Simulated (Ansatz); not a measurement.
Input file:

```
crystal:
  periodic: [false, false, false]
  atoms:
    - { symbol: Si, position_ang: [0.0, 0.0, 0.0] }
    - { symbol: Cl, position_ang: [0.0, 0.0, 2.48] }
    - { symbol: Cl, position_ang: [2.0086, 0.0, -0.7093] }
    - { symbol: Cl, position_ang: [-1.0032, 1.7381, -0.7093] }
    - { symbol: Cl, position_ang: [-1.0032, -1.7381, -0.7093] }
    - { symbol: S, position_ang: [-2.3345, 0.0, 0.7757] }
    - { symbol: H, position_ang: [-3.0901, -0.8728, -0.0163] }
    - { symbol: H, position_ang: [-1.414, 0.0, 2.0048] }
basis:
  gaussian: { orbitals: def2-SVP }
hamiltonian:
  xc: b3lyp
relax:
  f_tol: 0.15
  max_steps: 25
  restrain:
    - { distance: [0, 5], at: 2.16, k: 30.0 }
    - { distance: [7, 1], at: 1.37, k: 30.0 }
    - { distance: [0, 1], at: 3.33, k: 30.0 }
    - { distance: [7, 5], at: 2.6, k: 30.0 }
output:
  orbitals: {}
```

Launched as:

```sh
ansatz run input.yaml --threads 4 --pin off --max-ram 5120MiB --backend cpu --events-out ev --progress --plain --runs-dir out
```

The fields are those of the run's last geometry, not of the input's.

Not at a stationary point (largest force 1.1 eV/Å).

Method: RKS B3LYP/def2-SVP in Ansatz.

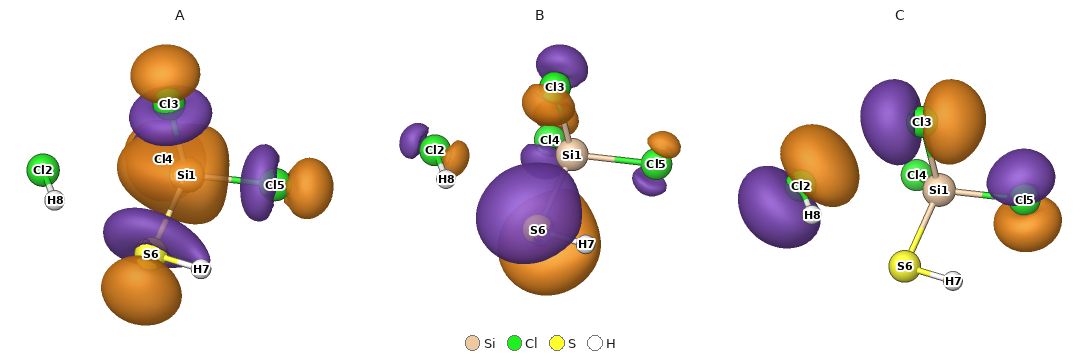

Cl$_{3}$HSSi···HCl. Three frontier orbitals at ±0.1 Å⁻³ᐟ² (orange and purple are the two phases), in no order.

**Order the three orbitals by energy and name them.**

C is the HOMO−1 (−8.62 eV). It lies mainly on Cl2 (about 45 %), Cl3 (about 35 %) and Cl5 (about 15 %); largely a combination of lone pairs on Cl2, Cl3 and Cl5. B is the HOMO (−7.85 eV). By Hirshfeld shares it lies mainly on S6 (about 75 %) and Cl3 (about 5 %); largely a lone pair of S6. A is the LUMO (−0.80 eV). It lies mainly on Si1 (about 30 %), S6 (about 25 %), Cl3 (about 15 %), Cl4 (about 15 %) and Cl5 (about 10 %).

**What is the HOMO–LUMO gap?**

7.05 eV between the orbital energies.
